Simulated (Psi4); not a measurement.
Single-point calculation of AlH2SF

The run: single-point calculation of AlH2SF. Method and program: B3LYP/6-31G*, RKS (Psi4 1.11).

A bond length was changed on purpose from its optimised value.

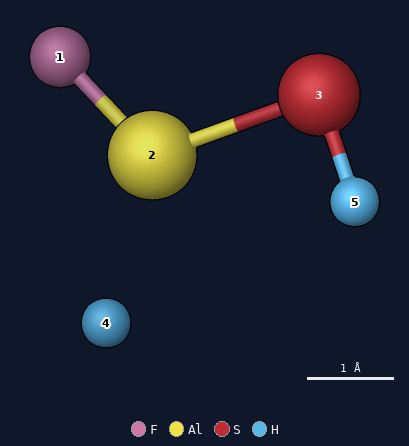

**Figure 1.** The structure (ball-and-stick view, seen at a tilt; atoms are numbered from 1 in the order of the input). Sticks mark near contacts. Bond lengths as drawn: Al–F 1.65 Å, Al–S 2.17 Å and H–S 1.35 Å.

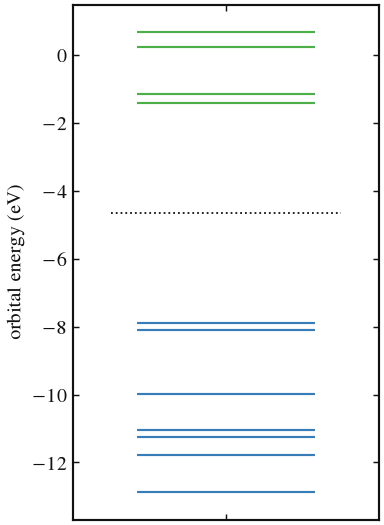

**Figure 2.** Orbital energies near the frontier; the dotted line parts filled from empty levels, and levels within 0.02 eV of each other stand side by side. Highest filled −7.88 eV, lowest empty −1.42 eV, 6.46 eV apart.

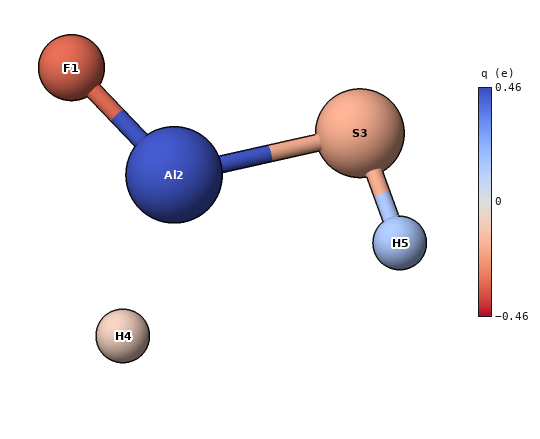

**Figure 3.** Löwdin charges, as the colour of each atom (ball-and-stick view, seen at a tilt; atoms are numbered from 1 in the order of the input). By element: F −0.32, Al +0.43, S −0.18 and H −0.08 to +0.14 e.

The input and output of the run follow.

The input (calc.py):
```python
import psi4

psi4.set_memory('1600 MB')
psi4.set_num_threads(1)
psi4.core.set_output_file('run.log', False)

with open('alfh2s.xyz') as f:
    atoms = ''.join(f.readlines()[2:])
geom = psi4.geometry('0 1\n' + atoms + 'symmetry c1')

psi4.set_options({
    'basis': '6-31G*',
    'reference': 'rks',
    'puream': False,
    'e_convergence': 1e-09,
    'd_convergence': 1e-08,
    'scf_type': 'pk',
    'dft_radial_points': 99,
    'dft_spherical_points': 590,
})

e_tot, wfn = psi4.energy('b3lyp', return_wfn=True)
psi4.oeprop(wfn, 'LOWDIN_CHARGES', 'DIPOLE', 'WIBERG_LOWDIN_INDICES')
print('E =', round(e_tot, 9))
for k, v in sorted(psi4.core.scalar_variables().items()):
    print(f'{k:45s} {v:18.10f}')
```

File alfh2s.xyz:
```
5
AlFH2S
F     -0.955342    -1.757648     1.210497
Al    -0.265742    -0.530948     0.357797
S      1.784258    -0.039248     0.866497
H     -1.341100     0.430400    -1.085200
H      1.820458     0.936352    -0.059103
```

Command:
```bash
python calc.py
```

Log:
```
=> Loading Basis Set <=

    Name: 6-31G*
    Role: ORBITAL
    Keyword: BASIS

         ---------------------------------------------------------
                                   SCF
                              RKS Reference
                        1 Threads,   1525 MiB Core
         ---------------------------------------------------------

  ==> Geometry <==

    Molecular point group: c1
    Full point group: C1

    Geometry (in Angstrom), charge = 0, multiplicity = 1:

       Center              X                  Y                   Z               Mass
    ------------   -----------------  -----------------  -----------------  -----------------
         F           -1.358122712780    -1.162461264915     0.470174375167    18.998403162730
         AL          -0.668522712780     0.064238735085    -0.382525624833    26.981538530000
         S            1.381477287220     0.555938735085     0.126174375167    31.972071174400
         H           -1.743880712780     1.025586735085    -1.825522624833     1.007825032230
         H            1.417677287220     1.531538735085    -0.799425624833     1.007825032230

  Running in c1 symmetry.

  Rotational constants: A =      0.72014  B =      0.11909  C =      0.10219 [cm^-1]
  Rotational constants: A =  21589.24002  B =   3570.31586  C =   3063.66327 [MHz]
  Nuclear repulsion =  129.237765052474629

  Charge       = 0
  Multiplicity = 1
  Electrons    = 40
  Nalpha       = 20
  Nbeta        = 20

  ==> Algorithm <==

  SCF Algorithm Type is PK.
  DIIS enabled.
  MOM disabled.
  Fractional occupation disabled.
  Guess Type is SAD.
  Energy threshold   = 1.00e-09
  Density threshold  = 1.00e-08
  Integral threshold = 1.00e-12

  ==> Primary Basis <==

  Basis Set: 6-31G*
    Blend: 6-31G*
    Number of shells: 26
    Number of basis functions: 57
    Number of Cartesian functions: 57
    Spherical Harmonics?: false
    Max angular momentum: 2

  ==> DFT Potential <==

   => LibXC <=

    Version 7.1.2

   => Composite Functional: B3LYP <=

    B3LYP Hyb-GGA Exchange-Correlation Functional

    Deriv               =              1
    GGA                 =           TRUE
    Meta                =          FALSE

    Exchange Hybrid     =           TRUE
    MP2 Hybrid          =          FALSE

   => Exchange Functionals <=

    0.0800   Slater exchange
    0.7200         Becke 88

   => Exact (HF) Exchange <=

    0.2000               HF

   => Correlation Functionals <=

    0.1900   Vosko, Wilk & Nusair (VWN5_RPA)
    0.8100   Lee, Yang & Parr

   => LibXC Density Thresholds  <==

    XC_HYB_GGA_XC_B3LYP:  1.00E-15

   => Molecular Quadrature <=

    Radial Scheme          =       TREUTLER
    Pruning Scheme         =           NONE
    Nuclear Scheme         =       TREUTLER

    Blocking Scheme        =         OCTREE
    BS radius alpha        =              1
    Pruning alpha          =              1
    Radial Points          =             99
    Spherical Points       =            590
    Total Points           =         280164
    Total Blocks           =           2095
    Max Points             =            256
    Max Functions          =             56
    Weights Tolerance      =       1.00E-15

  ==> Integral Setup <==

  Using in-core PK algorithm.
   Calculation information:
      Number of atoms:                   5
      Number of AO shells:              26
      Number of primitives:             77
      Number of atomic orbitals:        57
      Number of basis functions:        57

      Integral cutoff                 1.00e-12
      Number of threads:                 1

  Performing in-core PK
  Using 2734062 doubles for integral storage.
  We computed 54900 shell quartets total.
  Whereas there are 61776 unique shell quartets.

  ==> DiskJK: Disk-Based J/K Matrices <==

    J tasked:                  Yes
    K tasked:                  Yes
    wK tasked:                  No
    Memory [MiB]:              775
    Schwarz Cutoff:          1E-12

  Cached 100.0% of DFT collocation blocks in 0.360 [GiB].

  Minimum eigenvalue in the overlap matrix is 6.4493754067E-03.
  Reciprocal condition number of the overlap matrix is 1.2141210924E-03.
    Using symmetric orthogonalization.

  ==> Pre-Iterations <==

  SCF Guess: Superposition of Atomic Densities via on-the-fly atomic UHF (no occupation information).

   -------------------------
    Irrep   Nso     Nmo
   -------------------------
     A         57      57
   -------------------------
    Total      57      57
   -------------------------

  ==> Iterations <==

                        Total Energy        Delta E     RMS |[F,P]|

   @RKS iter SAD:  -741.17281171253023   -7.41173e+02   0.00000e+00
   @RKS iter   1:  -741.62330658853148   -4.50495e-01   9.32453e-03 DIIS/ADIIS
   @RKS iter   2:  -741.44628935127821    1.77017e-01   1.57297e-02 DIIS/ADIIS
   @RKS iter   3:  -741.73952966847025   -2.93240e-01   1.64640e-03 DIIS/ADIIS
   @RKS iter   4:  -741.74386457172272   -4.33490e-03   4.78659e-04 DIIS/ADIIS
   @RKS iter   5:  -741.74429222414778   -4.27652e-04   1.28372e-04 DIIS/ADIIS
   @RKS iter   6:  -741.74433345541274   -4.12313e-05   2.40602e-05 DIIS
   @RKS iter   7:  -741.74433439228892   -9.36876e-07   5.44995e-06 DIIS
   @RKS iter   8:  -741.74433446739158   -7.51027e-08   1.05600e-06 DIIS
   @RKS iter   9:  -741.74433447040280   -3.01122e-09   1.26116e-07 DIIS
   @RKS iter  10:  -741.74433447043054   -2.77396e-11   3.26826e-08 DIIS
   @RKS iter  11:  -741.74433447043236   -1.81899e-12   5.63236e-09 DIIS
  Energy and wave function converged.

  ==> Post-Iterations <==

   Electrons on quadrature grid:
      Ntotal   =   40.0000033691 ; deviation = 3.369e-06

    Orbital Energies [Eh]
    ---------------------

    Doubly Occupied:

       1A    -88.889107     2A    -56.111793     3A    -24.677416
       4A     -7.955365     5A     -5.919166     6A     -5.915277
       7A     -5.911728     8A     -4.194897     9A     -2.751504
      10A     -2.746796    11A     -2.745605    12A     -1.151467
      13A     -0.746029    14A     -0.473337    15A     -0.433407
      16A     -0.412997    17A     -0.405859    18A     -0.366801
      19A     -0.297810    20A     -0.289683

    Virtual:

      21A     -0.052189    22A     -0.042882    23A      0.008266
      24A      0.024597    25A      0.097165    26A      0.133153
      27A      0.167189    28A      0.183587    29A      0.243986
      30A      0.305686    31A      0.372851    32A      0.374982
      33A      0.427356    34A      0.454363    35A      0.480299
      36A      0.508423    37A      0.576038    38A      0.713933
      39A      0.739795    40A      0.751588    41A      0.844569
      42A      0.860616    43A      0.941697    44A      1.085301
      45A      1.173843    46A      1.250481    47A      1.278842
      48A      1.329614    49A      1.639647    50A      1.849318
      51A      1.853650    52A      1.994265    53A      2.007389
      54A      2.023116    55A      2.554731    56A      3.865927
      57A      4.145196

    Final Occupation by Irrep:
              A
    DOCC [    20 ]
    NA   [    20 ]
    NB   [    20 ]

  @RKS Final Energy:  -741.74433447043236

   => Energetics <=

    Nuclear Repulsion Energy =            129.2377650524746286
    One-Electron Energy =               -1285.2271282439010065
    Two-Electron Energy =                 459.0463726140650351
    DFT Exchange-Correlation Energy =     -44.8013438930709214
    Empirical Dispersion Energy =           0.0000000000000000
    VV10 Nonlocal Energy =                  0.0000000000000000
    Total Energy =                       -741.7443344704323636

Computation Completed

Properties will be evaluated at   0.000000,   0.000000,   0.000000 [a0]

Properties computed using the SCF density matrix

 Multipole Moments:

 ------------------------------------------------------------------------------------
     Multipole            Electronic (a.u.)      Nuclear  (a.u.)        Total (a.u.)
 ------------------------------------------------------------------------------------

 L = 1.  Multiply by 2.5417464519 to convert [e a0] to [Debye]
 Dipole X            :         -1.4816023            1.6318418            0.1502395
 Dipole Y            :         -3.0233432            3.4489342            0.4255910
 Dipole Z            :          2.2072752           -2.5462585           -0.3389834
 Magnitude           :                                                    0.5644549

 ------------------------------------------------------------------------------------

	total time  =          3 seconds =       0.05 minutes

Properties will be evaluated at   0.000000,   0.000000,   0.000000 [a0]
OEProp: No title given, name of density matrix used for the following properties is 'SCF density'

 Multipole Moments:

 ------------------------------------------------------------------------------------
     Multipole            Electronic (a.u.)      Nuclear  (a.u.)        Total (a.u.)
 ------------------------------------------------------------------------------------

 L = 1.  Multiply by 2.5417464519 to convert [e a0] to [Debye]
 Dipole X            :         -1.4816023            1.6318418            0.1502395
 Dipole Y            :         -3.0233432            3.4489342            0.4255910
 Dipole Z            :          2.2072752           -2.5462585           -0.3389834
 Magnitude           :                                                    0.5644549

 ------------------------------------------------------------------------------------
  Lowdin Charges: (a.u.)
   Center  Symbol    Alpha    Beta     Spin     Total
       1     F     4.66144  4.66144  0.00000 -0.32287
       2    AL     6.28321  6.28321  0.00000  0.43357
       3     S     8.08964  8.08964  0.00000 -0.17928
       4     H     0.53778  0.53778  0.00000 -0.07556
       5     H     0.42793  0.42793  0.00000  0.14413

  Total alpha = 20.00000, Total beta = 20.00000, Total charge = -0.00000

  Wiberg Bond Indices using Orthogonal Lowdin Orbitals:

  Irrep: 1 Size: 5 x 5

                 1                   2                   3                   4                   5

    1     0.00000000000000     1.14716776521467     0.04318114226990     0.03664980134743     0.00284237523132
    2     1.14716776521467     0.00000000000000     1.34054996840244     0.89411793091332     0.03834721861635
    3     0.04318114226990     1.34054996840244     0.00000000000000     0.06316177455550     0.95081048316022
    4     0.03664980134743     0.89411793091332     0.06316177455550     0.00000000000000     0.00147533828101
    5     0.00284237523132     0.03834721861635     0.95081048316022     0.00147533828101     0.00000000000000

  Atomic Valences:

 #  #
 Irrep: 1
      1:    1.229841084063320
      2:    3.420182883146771
      3:    2.397703368388052
      4:    0.995404845097250
      5:    0.993475415288898
```

Standard output:
```
E = -741.74433447
CURRENT ENERGY                                   -741.7443344704
CURRENT REFERENCE ENERGY                         -741.7443344704
DD SOLVATION ENERGY                                 0.0000000000
DFT FUNCTIONAL TOTAL ENERGY                      -741.7443344704
DFT TOTAL ENERGY                                 -741.7443344704
DFT VV10 ENERGY                                     0.0000000000
DFT XC ENERGY                                     -44.8013438931
GRID ELECTRONS ALPHA                               20.0000016846
GRID ELECTRONS BETA                                20.0000016846
GRID ELECTRONS TOTAL                               40.0000033691
NUCLEAR REPULSION ENERGY                          129.2377650525
ONE-ELECTRON ENERGY                             -1285.2271282439
PCM POLARIZATION ENERGY                             0.0000000000
PE ENERGY                                           0.0000000000
SCF ITERATION ENERGY                             -741.7443344704
SCF ITERATIONS                                     11.0000000000
SCF TOTAL ENERGY                                 -741.7443344704
TWO-ELECTRON ENERGY                               459.0463726141
XC GRID RADIAL POINTS                              99.0000000000
XC GRID SPHERICAL POINTS                          590.0000000000
XC GRID TOTAL POINTS                           280164.0000000000
```

Summary:

```tsv
quantity	value
outcome	converged
total energy	−741.744334 hartree
basis functions	57
HOMO	−7.88 eV
LUMO	−1.42 eV
dipole moment	1.43 D
hardware	1 thread of AMD EPYC (Zen 5), 16 GiB of memory available, shared host
wall time	4.2 s
peak memory	0.61 GiB
```
